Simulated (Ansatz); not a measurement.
NiSi2: pressure series

Take NiSi$_{2}$ (space group Fm-3m, No. 225; a = 5.445 Å; non-magnetic) as the base.

Cell and atoms are relaxed at each pressure.

Levels (all Ansatz, a quantum-chemistry and plane-wave program, PAW): PBE (420 eV, no SOC); r2SCAN (500 eV, no spin-orbit coupling).

The base cell above is that of PBE; each level relaxes its own structures.

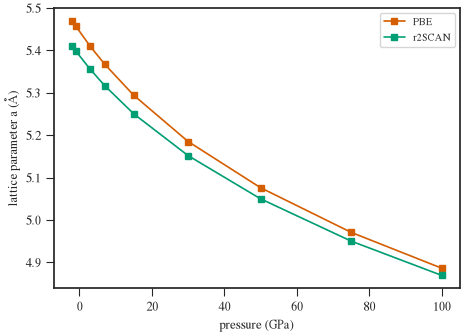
Figure: Lattice parameter a under two levels

**Question.** How do the two levels compare along the series?

**Answer.** PBE lies above r2SCAN in every row, by 0.017 Å to 0.060 Å. They put the cases in the same order.

Load acts through the strain it causes; cell and atoms are relaxed under it. No phonon test of stability was made. Competing high-pressure phases were not computed. Starting moments died away, wholly or in part, for the base; another magnetic solution may exist. The final runs are not spin-polarised.
